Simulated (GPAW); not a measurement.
Computed C K edges (GPAW, LDA, excited-electron core hole (neutral cell), supercells with 6.5 to 6.6 Å between holes, Gaussian full width 0.9 eV up to 4 eV, rising linearly to 3.5 eV at 25 eV, without spin-orbit coupling) of these absorbers are given in random order:
A. Sc2C (P-3m1): 6 Sc at 2.28 Å (octahedral, site symmetry -3m)
B. ZnNi3C (Pm-3m): 6 Ni at 1.88 Å (octahedral, site symmetry m-3m)
C. HfC (Fm-3m): 6 Hf at 2.33 Å (octahedral, site symmetry m-3m)

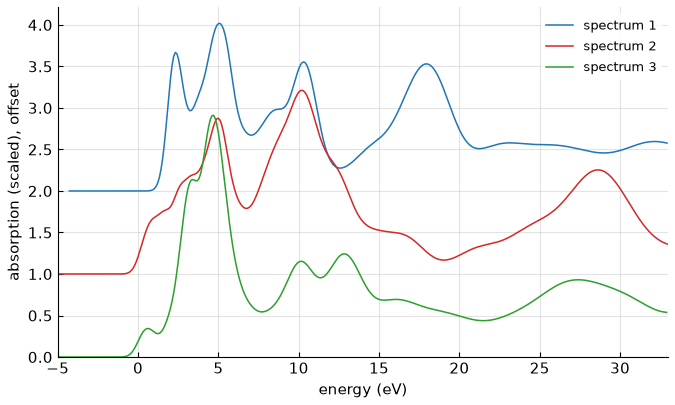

Energy from 278.0 eV of photon energy (total-energy differences, less 6.7 eV, the free-atom term for the hole's spin; none where the hole was spin-polarised); mean of 1 over the first 20 eV. In the free atom LDA prices this hole about 3 eV below PBE, which is itself good to a few eV.

The database entry behind the starting cell differs from later determinations by our own check (about 0.2 % long), so it need not match the best structure at ambient conditions.

Q: Which spectrum belongs to which crystal?

Spectrum 1 is B (rising edge 279.7 eV, maxima 0.6 eV (1.67) and 3.3 eV (2.02) above its zero). Spectrum 2 is C (rising edge 278.7 eV, maxima 4.8 eV (1.88) and 10.0 eV (2.21) above its zero). Spectrum 3 is A (rising edge 280.1 eV, maxima 0.6 eV (0.34), 4.7 eV (2.91) and 12.8 eV (1.24) above its zero). After the best relative shift (up to 4 eV allowed) the most alike pair, HfC (Fm-3m) and Sc2C (P-3m1), differs by 49 % r.m.s., the least alike, HfC (Fm-3m) and ZnNi3C (Pm-3m), by 55 %. Between 0 and 20 eV on the axis shown, these two part most near 18.2 eV, where ZnNi3C (Pm-3m) is higher by 1.3. The rising edges span 1.4 eV, lowest for HfC (Fm-3m).

The hole lies in one spin channel, while the script sums the empty states of both and takes the lower zero; where the two channels are split, this blurs and shifts the curve. The starting moments shrank to 0.00 μB or less, so this is hardly a magnetic state. Lifetime broadening is put in by hand, and intensities beyond about 20 eV depend on it. Meshes are coarse enough for small ripples in Sc2C (P-3m1). The structures are entries of the Crystallography Open Database and the Materials Project (computed), used as given.

[Hosts, paths, dates, database ids (printed as entryN), source tags and the programs' standing remarks are cut or masked in the printed files.]
